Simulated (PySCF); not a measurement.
**C₃H₇ClO₃Si (SMILES COC(=O)OC[SiH2]Cl): density, localisation and related maps**

| atom | x (Å) | y (Å) | z (Å) |
| --- | --- | --- | --- |
| C | -2.8641 | -0.2499 | -0.7000 |
| O | -1.9824 | 0.2133 | 0.3215 |
| C | -0.6839 | 0.1226 | 0.1038 |
| O | -0.1819 | -0.3397 | -0.9005 |
| O | -0.0171 | 0.5943 | 1.1215 |
| C | 1.4120 | 0.5497 | 1.0258 |
| Si | 2.0986 | -0.2364 | -0.5922 |
| Cl | 4.1027 | -0.0683 | -0.1659 |
| H | -3.5920 | -0.9062 | -0.2254 |
| H | -2.3082 | -0.7868 | -1.4690 |
| H | -3.3698 | 0.6121 | -1.1363 |
| H | 1.7582 | 1.5806 | 1.1353 |
| H | 1.7574 | -0.0002 | 1.9046 |
| H | 1.9527 | 0.5991 | -1.7738 |
| H | 1.9133 | -1.6763 | -0.6826 |

Geometry: GFN2-xTB.

Level of theory: PySCF 2.14.0, PBE0/pcSseg-1, SCF density, gas phase, non-relativistic.

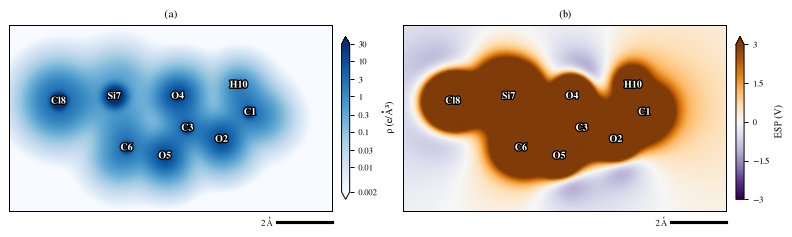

Figure 1. (a) electron density; (b) molecular electrostatic potential on the plane of atoms C3, O5 and C6.

Question: Interpret the plot.

Answer:
- The section cuts through C, O, Si, Cl and H sites.
- C–O (1.21 Å): the density is about 3.3 e/Å³ at the midpoint.
- C–Si (1.93 Å): the density is about 0.91 e/Å³ at the midpoint.
- Si–Cl (2.06 Å): ρ at the midpoint is about 0.9 e/Å³.
- C–H (1.09 Å): ρ is about 2.1 e/Å³ halfway.
- C–O (1.30 Å): ρ at the midpoint is about 2.7 e/Å³.
- Outside the dense part of the molecule the potential is most negative (−1.1 V) near O5.

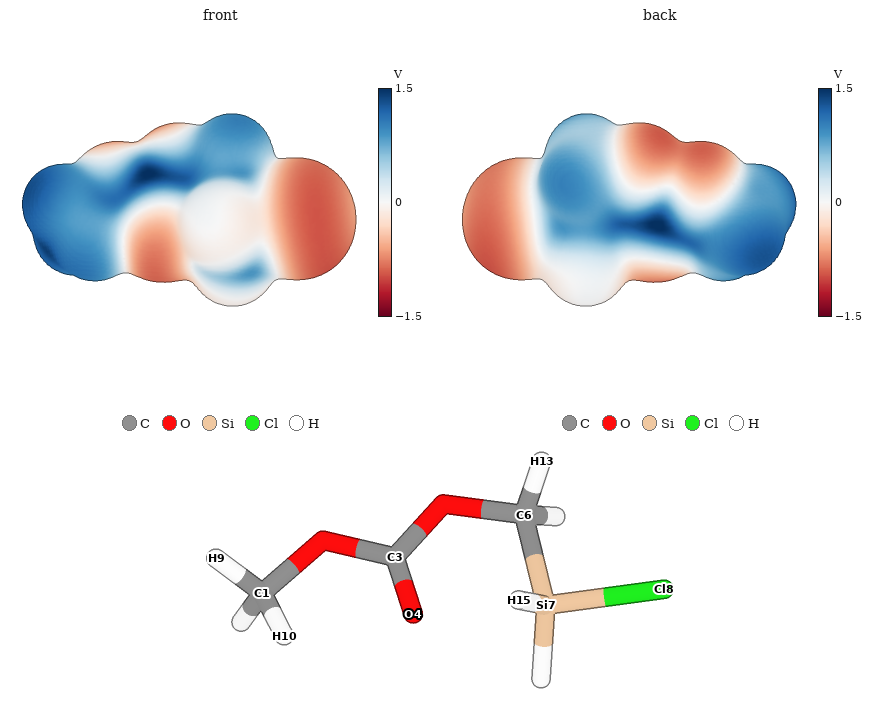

Figure 2. The electrostatic potential painted on the density surface at 0.002 e/bohr³, seen from the front and from behind; the colour scale runs from red (negative) to blue (positive). The bare structure is drawn below in the same view.

Question: Describe the electrostatic potential map.

Answer: The most negative region (about −0.9 V) lies over O5 and Cl8, the most positive (about +1.4 V) over the π face of C1 and C3.
